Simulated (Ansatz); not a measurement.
# CH2ClFOSi: the cost of one run

Method: the settings change from run to run; program: Ansatz 0.2.0, Gaussian basis.

### Step 1. The relaxed structure

An earlier PBE0-D4 in a triple-zeta def2 set relaxation fixed the geometry.

7 atoms, charge 0, spin multiplicity 1.

Atoms are counted from 1 here; the program's logs count them from 0.

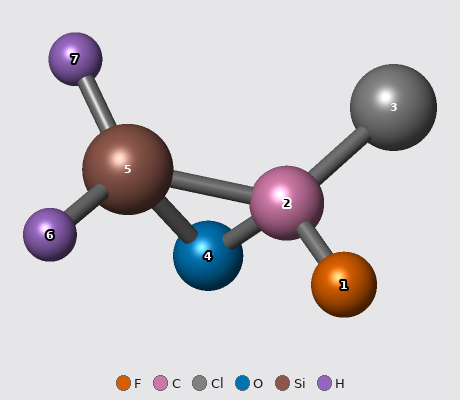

The structure; fluorine orange, carbon pink, chlorine grey, oxygen blue, silicon brown, hydrogen purple; atoms are numbered from 1 in the order of the file.

Geometry (Å):

```
F    -0.3090   -1.2306    1.5173
C     0.2623   -0.6947    0.4251
Cl    1.8541   -1.4107    0.2087
O    -0.5583   -0.7793   -0.7000
Si   -0.2905    0.8539   -0.3507
H    -1.4591    1.5997    0.1553
H     0.5616    1.5937   -1.3014
```

### Step 2. CAM-B3LYP/def2-TZVP

Options: finite nuclei.

Input file in.yaml:

```yaml
crystal:
  periodic: [false, false, false]
  atoms:
    - {symbol: F, position_ang: [-0.309050, -1.230642, 1.517303]}
    - {symbol: C, position_ang: [0.262293, -0.694716, 0.425102]}
    - {symbol: Cl, position_ang: [1.854126, -1.410664, 0.208677]}
    - {symbol: O, position_ang: [-0.558260, -0.779308, -0.699959]}
    - {symbol: Si, position_ang: [-0.290459, 0.853911, -0.350738]}
    - {symbol: H, position_ang: [-1.459079, 1.599713, 0.155289]}
    - {symbol: H, position_ang: [0.561629, 1.593707, -1.301374]}
basis:
  gaussian: {orbitals: def2-TZVP, nuclear_model: gaussian}
hamiltonian: {xc: {name: CAM-B3LYP}}
output: {forces: true}
```

Run with:

```
$ ansatz run in.yaml --threads 2 --pin off --events-out ev --progress --plain --max-ram 4352MiB
```

Q: Estimate wall time and peak memory on 2 threads of Arm Neoverse V2, shared host.

About 3.8 s, with a peak of 0.46 GiB.
